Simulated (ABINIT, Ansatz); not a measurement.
# AlGaN2 (P-4m2): G0W0 with ABINIT, start to end, part 3 of 3

How does a plane-wave GW calculation on AlGaN2 (P-4m2) run from the first input to the gap?

ABINIT 10.8.3; LDA and many-body steps on it, plane waves. Known limits of the many-body steps: not at the basis limit; exchange with frozen shells missing; no spin-orbit coupling; coarse k mesh.

So far. Step 3 (Bands along the symmetry lines): The gap is 2.882 eV, as in the run before at this level. Step 4 (Empty states on the mesh, 4×4×2 mesh, 38 bands): On this mesh the gap is 2.882 eV.

## 5. Screening, 4×4×2 mesh, 34 bands, screening to 98 eV

The RPA dielectric matrix is built and inverted for each q.

This step: RPA screening on LDA, plane waves, norm-conserving pseudopotentials.

run.abi reads:

```
acell 3*1.0 Angstrom
rprim 
  3.140877048700 0.000000000000 0.000000000000
  0.000000000000 3.140877048700 0.000000000000
  0.000000000000 0.000000000000 4.423837940000
ntypat 3
znucl 13 31 7
natom 4
typat 1 2 3 3
xred 
  0.500000000000 0.500000000000 0.500000000000
  0.000000000000 0.000000000000 0.000000000000
  0.500000000000 0.000000000000 0.738264810000
  0.000000000000 0.500000000000 0.261735190000
pp_dirpath "pseudos"
pseudos "Al.upf, Ga.upf, N.upf"
ecut 36
ngkpt 4 4 2
nshiftk 1
shiftk 0 0 0
kptopt 1
chksymbreak 0
istwfk *1
occopt 1
irdwfk 1
optdriver 3
nband 34
ecuteps 3.6
inclvkb 2
awtr 1
symchi 1
indata_prefix "in"
outdata_prefix "out"
tmpdata_prefix "tmp"
```

Launch:

```sh
OMP_NUM_THREADS=1 mpirun -n 4 abinit run.abi > log
```

Numbers of over 12 decimals in the logs are rounded to 6 here.

The program printed:

```text
.Version 10.8.3 of ABINIT. v10.8.2 released Aug 2026.

 Symmetries : space group P-4 m 2 (#115); Bravais tP (primitive tetrag.)
[... echo of the input left out ...]
== DATASET  1 ==================================================================
-   mpi_nproc: 4, omp_nthreads: 1 (-1 if OMP is not activated)

--- !DatasetInfo
iteration_state: {dtset: 1, }
dimensions: {natom: 4, nkpt: 12, mband: 34, nsppol: 1, nspinor: 1, nspden: 1, mpw: 3080, }
cutoff_energies: {ecut:  36.0, pawecutdg:  -1.0, }
electrons: {nelect:   2.60000000E+01, charge:   0.00000000E+00, occopt:   1.00000000E+00, tsmear:   1.00000000E-02, }

 SCREENING: Calculation of the susceptibility and dielectric matrices

 Based on a program developped by R.W. Godby, V. Olevano, G. Onida, and L. Reining.
 Incorporated in ABINIT by V. Olevano, G.-M. Rignanese, and M. Torrent.
.Using double precision arithmetic ; gwpc =  8

[... cell and pseudopotentials left out ...]
--------------------------------------------------------------------------------

 ==== K-mesh for the wavefunctions ====
 Number of points in the irreducible wedge :    12
[... list of points left out ...]
 Together with  8 symmetry operations and time-reversal symmetry
 yields    32 points in the full Brillouin Zone.

 ==== Q-mesh for the screening function ====
 Number of points in the irreducible wedge :    12
[... list of points left out ...]
 Together with  8 symmetry operations and time-reversal symmetry
 yields    32 points in the full Brillouin Zone.

 setmesh: FFT mesh size selected  =    24x   24x   30
          total number of points  =        17280

 vcoul_init : cutoff-mode = AUXILIARY_FUNCTION
 q-points for optical limit:   1
     1)      0.000010    0.000020    0.000030

- screening: taking advantage of time-reversal symmetry
- Maximum band index for partially occupied states nbvw = 13
- Remaining bands to be divided among processors   nbcw = 21
- Number of bands treated by each node ~5

 Number of electrons calculated from density =   26.0000; Expected =   26.0000
 average of density, n =  0.088283
 r_s =    1.3932
 omega_plasma =   28.6611 [eV]

 calculating chi0 at frequencies [eV] :
  1    0.000000E+00    0.000000E+00
  2    0.000000E+00    2.866114E+01

--------------------------------------------------------------------------------
  q-point number  1        q = ( 0.000000, 0.000000, 0.000000) [r.l.u.]
--------------------------------------------------------------------------------
[... chi0 elements left out ...]
 For q-point:  0.000010 0.000020 0.000030
  dielectric constant =   5.4272
  dielectric constant without local fields =   5.8539

  Average fulfillment of the sum rule on Im[epsilon] for q-point    1 :     28.14  [%]
[... wings left out ...]
  q-point number  2        q = ( 0.250000, 0.000000, 0.000000) [r.l.u.]
--------------------------------------------------------------------------------
[... chi0 elements left out ...]
  Average fulfillment of the sum rule on Im[epsilon] for q-point    2 :     44.10  [%]

 [... 10 further q-points ...]
```

Run time: 20 s. Hardware: 4 MPI ranks of Intel Xeon Platinum 8259CL at 2.50GHz (Skylake/Cascade Lake), shared host; peak memory 0.58 GiB; 81 s of CPU time.

This step gave:

```
ε∞ with local fields, on this mesh, along the program's q direction : 5.427
the same without local fields                                       : 5.854
plasma frequency                                                    : 28.66 eV
plane waves in the screening matrix                                 : 99
```

Local fields lower ε∞ by 7 %. On a Γ-centred mesh this coarse the value itself is usually too large, while a short band sum pulls it down.

## 6. Self-energy, 4×4×2 mesh, 34 bands, screening to 98 eV

The self-energy is evaluated for the states that the input lists, and the levels follow from it, in one-shot runs by the linearised quasiparticle equation.

This step: G0W0 on LDA, plane waves, norm-conserving pseudopotentials.

Changes to run.abi since step 5:

```diff
@@ -25,8 +25,15 @@
 irdwfk 1
-optdriver 3
+optdriver 4
 nband 34
+gwcalctyp 0
+ecutsigx 36
+symsigma 1
+nkptgw 1
+kptgw 
+  0.0000000000 0.0000000000 0.0000000000
+bdgw 
+  12 15
 ecuteps 3.6
-inclvkb 2
-awtr 1
-symchi 1
+irdscr 1
+ppmodel 1
 indata_prefix "in"
```

The program printed:

```text
.Version 10.8.3 of ABINIT. v10.8.2 released Aug 2026.

 Symmetries : space group P-4 m 2 (#115); Bravais tP (primitive tetrag.)
[... echo of the input left out ...]
== DATASET  1 ==================================================================
-   mpi_nproc: 4, omp_nthreads: 1 (-1 if OMP is not activated)

--- !DatasetInfo
iteration_state: {dtset: 1, }
dimensions: {natom: 4, nkpt: 12, mband: 34, nsppol: 1, nspinor: 1, nspden: 1, mpw: 3080, }
cutoff_energies: {ecut:  36.0, pawecutdg:  -1.0, }
electrons: {nelect:   2.60000000E+01, charge:   0.00000000E+00, occopt:   1.00000000E+00, tsmear:   1.00000000E-02, }

 SIGMA: Calculation of the GW corrections

 Based on a program developped by R.W. Godby, V. Olevano, G. Onida, and L. Reining.
 Incorporated in ABINIT by V. Olevano, G.-M. Rignanese, and M. Torrent.
.Using double precision arithmetic ; gwpc =  8

[... cell and pseudopotentials left out ...]
--------------------------------------------------------------------------------

 ==== K-mesh for the wavefunctions ====
 Number of points in the irreducible wedge :    12
[... list of points left out ...]
 Together with  8 symmetry operations and time-reversal symmetry
 yields    32 points in the full Brillouin Zone.

 ==== Q-mesh for screening function ====
 Number of points in the irreducible wedge :    12
[... list of points left out ...]
 Together with  8 symmetry operations and time-reversal symmetry
 yields    32 points in the full Brillouin Zone.

 vcoul_init : cutoff-mode = AUXILIARY_FUNCTION
 q-points for optical limit:   1
     1)      0.000010    0.000020    0.000030
 setmesh: FFT mesh size selected  =    36x   36x   45
          total number of points  =        58320

 Number of electrons calculated from density =   26.0000; Expected =   26.0000
 average of density, n =  0.088283
 r_s =    1.3932
 omega_plasma =   28.6611 [eV]

 === KS Band Gaps ===
  >>>> For spin  1
   Minimum direct gap =   2.8820 [eV], located at k-point      :   0.0000  0.0000  0.0000
   Fundamental gap    =   2.8820 [eV], Top of valence bands at :   0.0000  0.0000  0.0000
                                       Bottom of conduction at :   0.0000  0.0000  0.0000
 SIGMA fundamental parameters:
 PLASMON POLE MODEL  1
 number of plane-waves for SigmaX                 2987
 number of plane-waves for SigmaC and W             99
 number of plane-waves for wavefunctions          2987
 number of bands                                    34
 number of independent spin polarizations            1
 number of spinorial components                      1
 number of k-points in IBZ                          12
 number of q-points in IBZ                          12
 number of symmetry operations                       8
 number of k-points in BZ                           32
 number of q-points in BZ                           32
 number of frequencies for dSigma/dE                 9
 frequency step for dSigma/dE [eV]                0.25
 number of omega for Sigma on real axis              0
 max omega for Sigma on real axis  [eV]           0.00
 zcut for avoiding poles [eV]                     0.10

 EPSILON^-1 parameters (SCR file):
 dimension of the eps^-1 matrix on file             99
 dimension of the eps^-1 matrix used                99
 number of plane-waves for wavefunctions          2987
 number of bands                                    34
 number of q-points in IBZ                          12
 number of frequencies                               2
 number of real frequencies                          1
 number of imag frequencies                          1

 matrix elements of self-energy operator (all in [eV])

 Perturbative Calculation

--- !SelfEnergy_ee
iteration_state: {dtset: 1, }
kpoint     : [   0.000,    0.000,    0.000, ]
spin       : 1
KS_gap     :    2.882
QP_gap     :    3.868
Delta_QP_KS:    0.986
data: !SigmaeeData |
     Band     E0 <VxcDFT>   SigX SigC(E0)      Z dSigC/dE  Sig(E)    E-E0       E
       12   5.257 -17.523 -21.006   3.854   0.795  -0.258 -17.229   0.294   5.551
       13   5.257 -17.523 -21.006   3.854   0.795  -0.258 -17.229   0.294   5.551
       14   8.139 -13.775  -9.187  -3.024   0.819  -0.221 -12.495   1.281   9.420
       15   8.789 -11.302  -6.551  -3.133   0.836  -0.196  -9.950   1.352  10.141

== END DATASET(S) ==============================================================
================================================================================

 -outvars: echo values of variables after computation  --------
           etotal      0.0000000000E+00
            nband          34
             nkpt          12
          spgroup         115
 [... the other variables as echoed above ...]

 Calculation completed.
```

Wall time 7 s (4 MPI ranks); peak memory 0.55 GiB.

This step gave:

```
G0W0 gap on the points computed              : 3.869 eV
starting gap on the mesh                     : 2.882 eV
k of the valence top                         : 0, 0, 0
k of the conduction bottom                   : 0, 0, 0
Z at the valence top                         : 0.795
Z at the conduction bottom                   : 0.819
least direct G0W0 gap on the computed points : 3.869 eV
```

The gap on the mesh goes from 2.88 eV to 3.87 eV, a correction of +0.99 eV.

Limits: finite bands, cutoff and mesh; exchange with frozen shells missing; no spin-orbit coupling; coarse k mesh. v1 is the top filled band, c1 the lowest empty one. The levels before and after the correction (eV, zero at the valence-band top of each column):

```csv
,conduction bottom,valence top
Kohn-Sham,2.88,0.00
G0W0,3.87,0.00
```

```csv
,level,energy (eV)
Kohn-Sham,Γ v2-v1,0.000
Kohn-Sham,Γ c1,2.882
Kohn-Sham,Γ c2,3.532
G0W0,Γ v2-v1,0.000
G0W0,Γ c1,3.869
G0W0,Γ c2,4.590
```

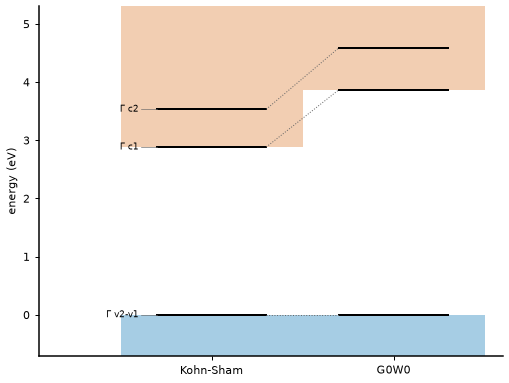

Levels before and after the correction. Shaded: valence and conduction bands.

## 7. Where the time went

Times are wall times on 4 MPI ranks of Intel Xeon Platinum 8259CL at 2.50GHz (Skylake/Cascade Lake), shared host. The host was busy with other work, so they are no guide to cost.

```csv
step,time,share,memory (GiB)
ground state,64 s,36 %,0.37
bands along the symmetry lines,64 s,36 %,0.37
empty states on the mesh,23 s,13 %,0.32
screening,20 s,11 %,0.58
self-energy,7 s,4 %,0.55
```

## 8. What came out

```yaml
lda_gap: 2.88 eV, direct
g0w0_gap_on_the_mesh: 3.87 eV
gw_settings: 4×4×2 mesh, 34 bands, screening to 98 eV, Godby-Needs plasmon pole
known_limits: not at the basis limit; exchange with frozen shells missing; no spin-orbit coupling; coarse k mesh
```

In words: G0W0 moves the gap on the mesh from 2.88 eV to 3.87 eV (+0.99 eV), with Z of 0.80 and 0.82 at the edges. Local fields lower the RPA ε∞ on this mesh from 5.85 to 5.43; a Γ-centred mesh this coarse tends to raise both, most where the direct gap is narrow, while a short band sum lowers them. Only 1 of the mesh's irreducible points was corrected, so a valley elsewhere could overtake. Bands and cutoff are finite, so the gap is not at the basis limit. The miss can reach some tenths of an eV and take either sign; the mesh is an error of its own. In the G0W0 run levels were corrected at 1 k point alone, so a gap called «on the mesh» is the least over those, and an edge elsewhere would be missed. The 4×4×2 mesh is coarse for this cell, which bears on the long-range parts of exchange and screening. The norm-conserving file of at least one element keeps a d shell over frozen s and p shells of the same row. Exchange with those shells is missing from the self-energy, an error of 0.3 to 0.9 eV in cases checked, whose sign depends on which edge lies on those atoms. The many-body steps are scalar-relativistic: spin-orbit coupling is not in them.

[Paths, hosts, dates, memory and timing lines, banners, echoed tables and standing remarks are left out of the program output.]

[Logs are printed without paths, hosts, clocks, repeated set-up lines and the standing remarks that a program may print on its own settings, such as how far it seeks lower states.]

[Runs of the session that timed out or met a known fault of the program may be left out.]

[Hosts, paths, dates, database ids (printed as entryN), source tags and the programs' standing remarks are cut or masked in the printed files.]

[G0W0 gaps are taken among the corrected bands and points alone; a level outside them can change the order at an edge.]

[Where Ansatz stands beside ABINIT at settings called matched, ABINIT's density can come from a denser mesh and the files from another edition; pairs whose starting gaps differed by over 0.03 eV were left out, so agreement reads better than it is.]
